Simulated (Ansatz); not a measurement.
Base system: MgTe in the zinc blende structure (space group F-43m, No. 216; a = 6.438 Å).

The change: a fraction x = 0.25 of the Te sites is given to Se, ordered in a cell of 8 atoms (starting symmetry Cm) and fully relaxed.

Method: Ansatz (a first-principles code), PBEsol, PAW, cutoff 420 eV, no spin-orbit coupling, earlier PAW set.

The zone is the changed cell's own and can be folded.

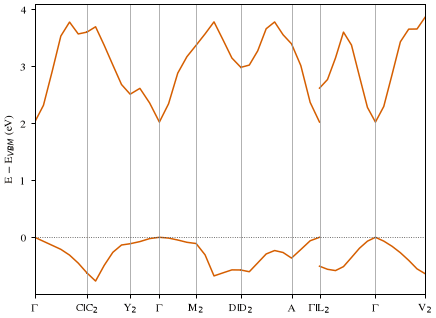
Figure. Highest valence and lowest conduction band along the path of the changed cell's own zone

The gap is 2.02 eV, direct at Γ; the base has 2.35 eV.

These are small ordered cells, not random alloys; other orderings at the same x differ. With Te present, leaving out spin-orbit coupling can change the band edges. No phonon test of stability was made. Labels are those of the standard path for the cell's own space group.
